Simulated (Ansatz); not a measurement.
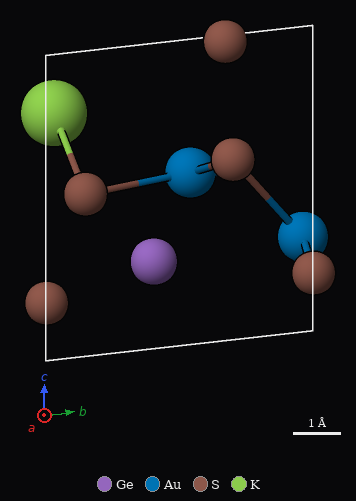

Starting frame of a dynamics run of an amorphous cell of composition KGeAu₂S₄ (8 atoms in the cell). Style: ball-and-stick. Shown: the simulation cell, along the a axis. Bonds to atoms that aren't drawn are left out.

All numbers below come from DFT, PAW plane waves, PBE in Ansatz 0.2.0.

Input
```yaml
crystal:
  lattice:
    - [5.182483, 0.539034, -0.874476]
    - [0.971396, 5.900641, 0.61476]
    - [-0.215728, -0.270281, 6.758064]
  atoms:
    - { symbol: Ge, position: [0.908707, 0.405432, 0.285303] }
    - { symbol: Au, position: [0.330698, 0.963835, 0.311666] }
    - { symbol: Au, position: [0.327598, 0.542123, 0.563429] }
    - { symbol: S, position: [0.793132, 0.003952, 0.188676] }
    - { symbol: S, position: [0.792025, 0.70207, 0.59014] }
    - { symbol: S, position: [0.989271, 0.673155, 0.979395] }
    - { symbol: S, position: [0.713814, 0.149655, 0.531067] }
    - { symbol: K, position: [0.307907, 0.031637, 0.8081] }
kpoints:
  mp_grid: { grid: [3, 3, 2] }
magnetization:
  spin_polarized: false
scf:
  occupations: { method: cold, width: 0.15 }
hamiltonian:
  pseudopotentials: { kind: paw }
  xc: pbe
basis:
  ecutwfc: 420
md:
  timestep: 1.0
  n_steps: 20
  ensemble: nve
  temperature: 100.0
  initial_velocities: maxwell_boltzmann
  seed: 658358
```

Command:
```bash
ansatz run input.yaml --threads 2 --pin off --max-ram 2560MiB --backend cpu --events-out ev --progress --plain --runs-dir out
```

Predict how the run goes.

Over the second half the temperature averages 214 K (spread ±53 K). It is well above the start because potential energy is released as heat. The potential energy is still drifting at the end, so the run hasn't reached equilibrium. The potential energy in the second half lies on average 12.9 meV per atom below the first frame. In the second half of the run the atoms are, in the root-mean-square, this far from where they began (common drift taken out): K 0.06 Å, S 0.04 Å, Ge 0.02 Å, Au 0.02 Å. The run lasts only 20 fs, too short to tell vibration from diffusion.

Along the run:

| time (fs) | potential energy (meV/atom) | T (K) |
| --- | --- | --- |
| 0.0 | 0.0 | 100 |
| 2.0 | 0.1 | 99 |
| 4.0 | -0.3 | 102 |
| 6.0 | -1.2 | 111 |
| 8.0 | -2.6 | 123 |
| 10.0 | -4.6 | 141 |
| 12.0 | -7.2 | 163 |
| 14.0 | -10.3 | 191 |
| 16.0 | -14.0 | 224 |
| 18.0 | -18.4 | 263 |
| 20.0 | -23.5 | 308 |

The paths of the atoms, magnified 5 times:

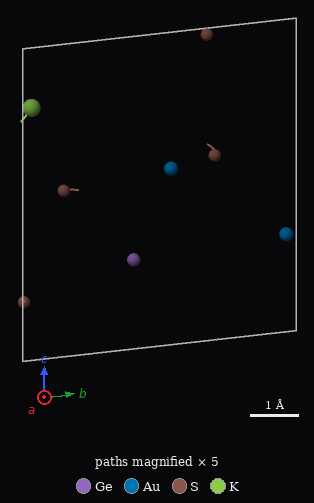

Limits of the set-up: the cell has an odd number of electrons but was run without spin polarisation; the k-point mesh is coarse for a cell with partly filled bands; the periodic images lie only 5.3 Å apart, so the values are limited by the cell's size.

The run took 110 s on 2 threads of Arm Neoverse N1, on a shared host, peak memory 0.58 GiB.
